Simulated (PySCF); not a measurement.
# SnCl₂: the energy surface near the minimum

How stiff is SnCl₂ (singlet) against rigid distortions? The scans start from its BP86 minimum.

Program: PySCF 2.14.0. Level of theory: BP86, basis Sn def2-TZVP with ECP28, Cl def2-TZVP, scalar-relativistic core potentials, no spin–orbit coupling, density fitting. These are calculated values, not measurements.

## 1. Where the work starts

3 atoms, charge 0, spin multiplicity 1.

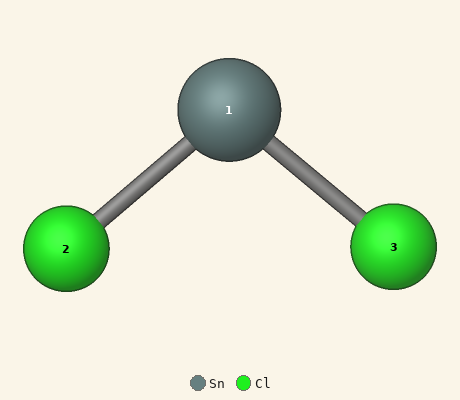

Start geometry, drawn with tin teal, chlorine green; atoms are numbered from 1 in the order of the file.

Coordinates in bohr (charge 0 multiplicity 1):
```
Sn    0.0000    0.0000   -1.0663
Cl    3.4584    0.0000    1.8481
Cl   -3.4584    0.0000    1.8481
```

## 2. Density, ELF and potential

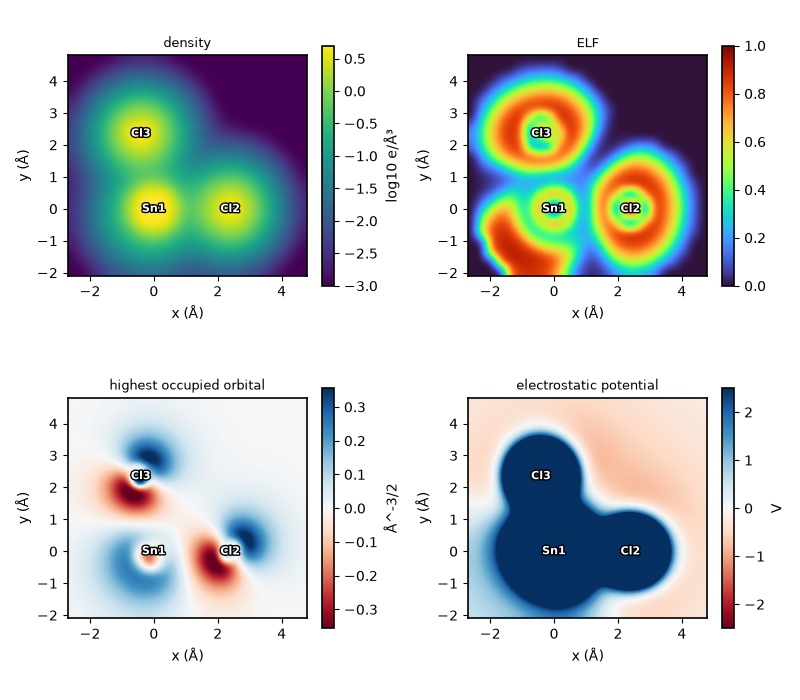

The plane holds Sn1 at (0.00, 0.00), Cl2 at (2.39, 0.00), Cl3 at (-0.41, 2.36) Å. ELF is set to 0 where the density is under 0.005 e/Å³; an orbital's overall sign is arbitrary. The potential's colours end at ±2.5 V. Electrons inside core potentials are absent.

Values on the line from Sn1 (at 0) through Cl2 (at 2.393 Å):

| distance (Å) | density (e/Å³) | ELF | electrostatic potential (V) |
| --- | --- | --- | --- |
| -0.84 | 1.22 | 0.327 | 29.9 |
| 0.72 | 2.52 | 0.41 | 47.8 |
| 0.96 | 0.699 | 0.173 | 21 |
| 1.20 | 0.541 | 0.397 | 11.8 |
| 1.44 | 0.815 | 0.763 | 12.6 |
| 1.68 | 1.46 | 0.779 | 29.1 |
| 1.91 | 2.4 | 0.121 | 86.5 |
| 2.15 | 38.5 | 0.842 | 329 |
| 2.51 | 174 | 0.541 | 1.06e+03 |
| 2.75 | 6.41 | 0.222 | 157 |
| 2.99 | 1.75 | 0.561 | 48.8 |
| 3.23 | 0.885 | 0.853 | 15.9 |
| 3.47 | 0.353 | 0.798 | 5.07 |
| 3.71 | 0.131 | 0.665 | 1.39 |

Making the fields ran for 0.8 s (2 threads of Arm Neoverse V2, shared host).

## 3. Breathing scan

One driver script runs all scans and calls PySCF for each point, on a (75, 302) grid.

Launch:

```sh
OMP_NUM_THREADS=2 python axn.py task.json out
```

A rigid scan with BP86: all bonds to the central atom are scaled together. Each point starts from its neighbour's orbitals, and energies count from the minimum.

| scale of all bonds to the centre | energy (kJ/mol) | dipole size (D) |
| --- | --- | --- |
| 0.88 | 141.9 | 1.23 |
| 0.92 | 54.6 | 1.90 |
| 0.96 | 11.9 | 2.56 |
| 1.00 | 0.0 | 3.21 |
| 1.04 | 9.2 | 3.83 |
| 1.08 | 32.5 | 4.42 |
| 1.14 | 83.7 | 5.23 |
| 1.22 | 166.1 | 6.19 |
| 1.35 | 303.3 | 7.43 |

The scan took 19 s.

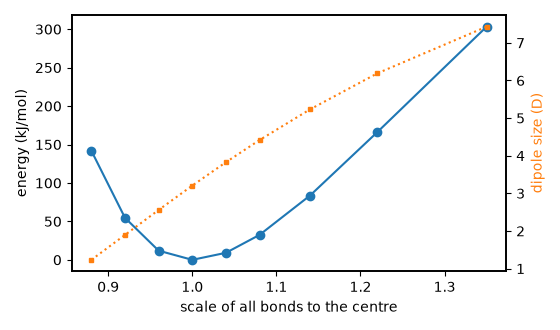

Energy (circles) and dipole moment (squares) along the scan.

## 4. Stretching one bond

A rigid scan with BP86: the bond from Sn to the last atom (Cl) is scaled and the rest held.

| scale of one bond | energy (kJ/mol) | dipole size (D) |
| --- | --- | --- |
| 0.92 | 25.6 | 2.74 |
| 0.96 | 5.6 | 2.93 |
| 1.00 | 0.0 | 3.21 |
| 1.05 | 6.4 | 3.65 |
| 1.12 | 29.9 | 4.35 |
| 1.20 | 66.1 | 5.18 |
| 1.35 | 137.5 | 6.63 |
| 1.55 | 216.3 | 8.17 |
| 1.80 | 281.0 | 9.47 |
| 2.20 | 331.2 | 10.96 |

The scan took 59 s.

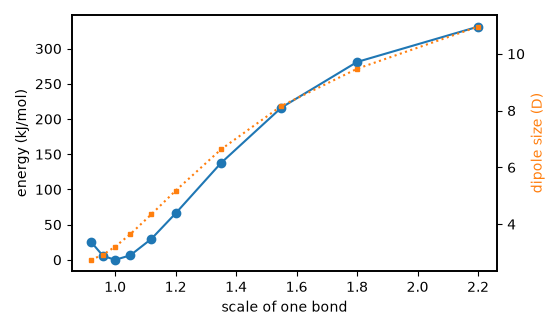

Energy (circles) and dipole moment (squares) along the scan.

A restricted determinant lies too high at long bonds, where the pair should uncouple.

## 5. Bending curve

A rigid scan with BP86: the Cl–Sn–Cl angle changes, with bonds held.

| bond angle (°) | energy (kJ/mol) | dipole size (D) |
| --- | --- | --- |
| 80 | 29.2 | 4.03 |
| 90 | 5.8 | 3.61 |
| 100 | 0.0 | 3.20 |
| 110 | 5.0 | 2.77 |
| 120 | 17.8 | 2.34 |
| 130 | 36.2 | 1.91 |
| 140 | 58.5 | 1.49 |
| 150 | 82.3 | 1.08 |
| 160 | 104.7 | 0.69 |
| 170 | 121.2 | 0.33 |
| 180 | 127.5 | 0.00 |

The scan took 17 s.

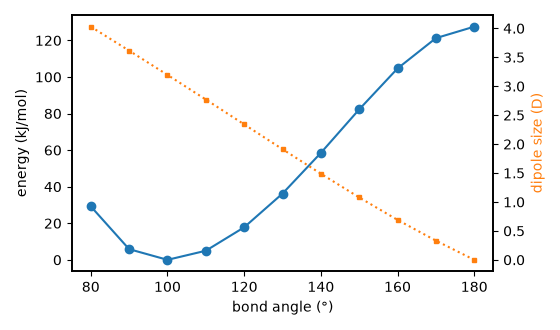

Energy (circles) and dipole moment (squares) along the scan.

## 6. What came out

| quantity | value |
| --- | --- |
| all bonds 4 % longer | 9.2 kJ/mol |
| one bond 20 % longer | 66.1 kJ/mol |
| linear shape, bonds held | 127.5 kJ/mol |

**Reading.** Shortening all bonds by 4 % costs 11.9 kJ/mol and lengthening them 9.2: the wall is steeper on the short side. Held rigid otherwise, the linear shape costs 128 kJ/mol.
